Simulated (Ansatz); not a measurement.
**BH3OSSi: density, localisation and related maps**

Input file:

```
crystal:
  periodic: [false, false, false]
  atoms:
    - {symbol: B, position_ang: [-1.092300, 0.107549, -0.667655]}
    - {symbol: O, position_ang: [0.181129, 0.532251, -0.953456]}
    - {symbol: Si, position_ang: [0.833145, -0.064383, 0.475103]}
    - {symbol: S, position_ang: [-1.120255, -0.745071, 0.969942]}
    - {symbol: H, position_ang: [-2.032342, 0.271018, -1.379298]}
    - {symbol: H, position_ang: [1.384066, 1.012638, 1.327313]}
    - {symbol: H, position_ang: [1.846558, -1.114001, 0.228050]}
basis:
  gaussian: {orbitals: def2-TZVPP}
hamiltonian: {xc: pbe0, dispersion: d4}
output: {orbitals: {seedname: orbitals}}
```

Command:

```sh
ansatz run in.yaml --threads 2 --pin off --events-out ev --progress --plain --max-ram 4352MiB
```

Geometry: PBE0-D4/def2-TZVP.

Theory: Ansatz 0.2.0, RKS PBE0-D4/def2-TZVPP.

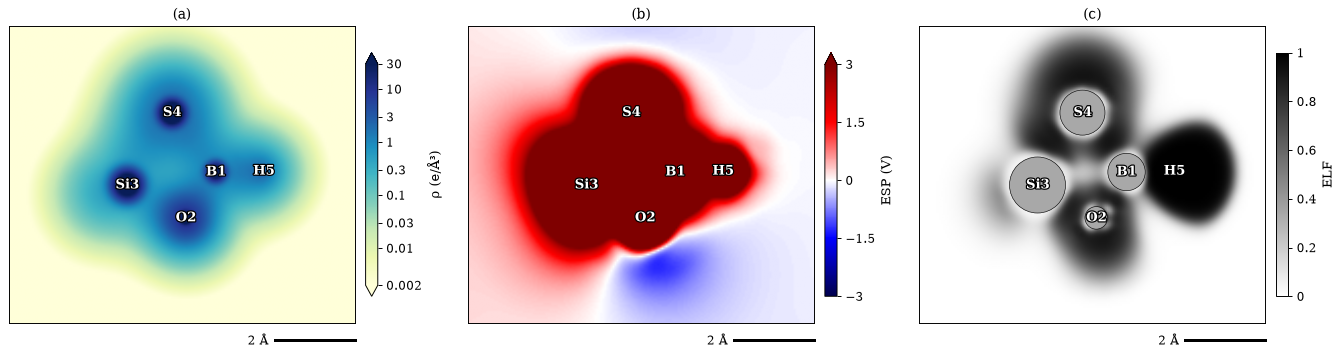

Figure 1. (a) electron density; (b) molecular electrostatic potential; (c) electron localisation function on the plane of atoms O2, Si3 and S4. Grey discs cover the atomic cores in the ELF map.

Describe what can be read from this map.

- The section cuts through B, O, Si, S and H sites.
- B–O (1.37 Å): ρ is about 2.1 e/Å³ halfway; the ELF peaks at about 0.85 between the atoms; a short, strongly polar bond.
- Si–O (1.68 Å): the density is about 1.1 e/Å³ at the midpoint; the ELF peaks at about 0.85 between the atoms, as expected for a polar covalent bond.
- B–S (1.85 Å): ρ at the midpoint is about 1.1 e/Å³, with its minimum of 0.97 e/Å³ about 0.6 Å from B; the ELF peaks at about 0.90 between the atoms, as expected for a shared electron pair.
- Si–S (2.13 Å): ρ at the midpoint is about 0.83 e/Å³; the ELF peaks at about 0.90 between the atoms (a shared electron pair).
- B–H (1.19 Å): ρ is about 1.3 e/Å³ halfway; the ELF climbs to about 1 towards the hydrogen, as it does in any bond to H: an ordinary covalent bond to hydrogen.
- The ELF also peaks beside O2 and S4, away from the bonds: lone-pair regions.
- Outside the dense part of the molecule the potential is most negative (−1.3 V) near O2.

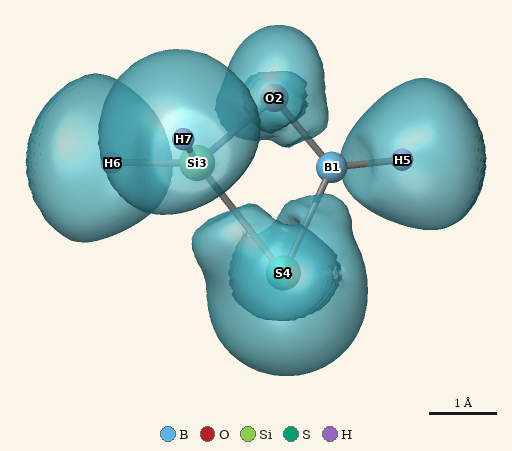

Figure 2. Isosurface of the ELF at 0.75 (cyan), seen at an oblique angle. Only the valence region is drawn (cores and ρ < 0.01 e/Å³ removed).

Describe the localisation domains.

The surface consists of three regions around hydrogen nuclei, one region on O in which the atom's valence shell and bonds are merged and one region on S in which the atom's valence shell and bonds are merged.

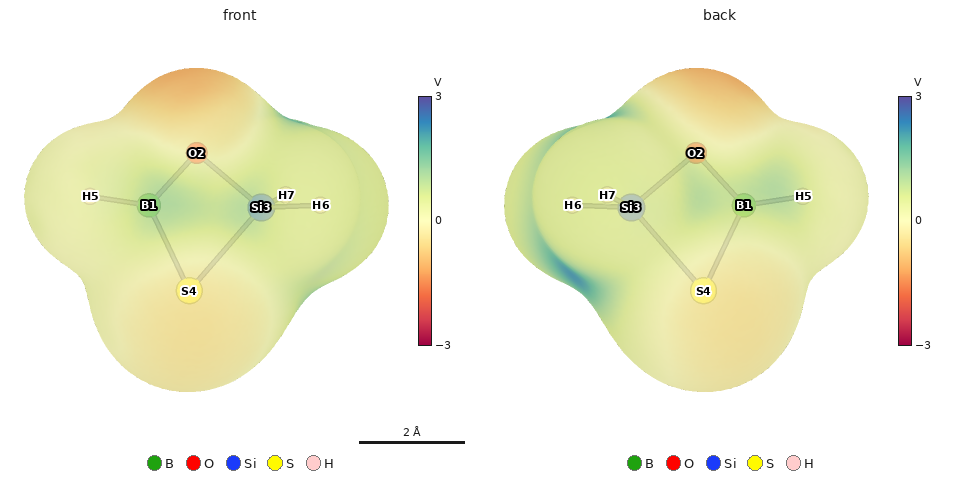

Figure 3. The electrostatic potential painted on the density surface at 0.002 e/bohr³, seen from the front and from behind; the colour scale runs from red (negative) to blue (positive).

Describe the electrostatic potential map.

The most negative region (about −1.0 V) lies over O2, the most positive (about +2.1 V) over Si3. O2 is the likeliest acceptor of a hydrogen bond.

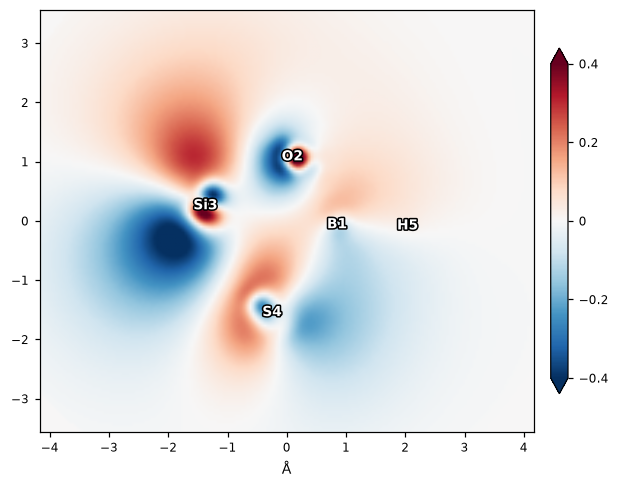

Figure 4. The LUMO on the plane of atoms B1, S4 and Si3 (values in Å⁻³ᐟ²; the overall sign is arbitrary).

Where does this orbital lie, and at what energy?

By Hirshfeld shares it lies mainly on Si3 (about 60 %), S4 (about 15 %), H7 (about 5 %) and H6 (about 5 %). Its energy is −0.60 eV.
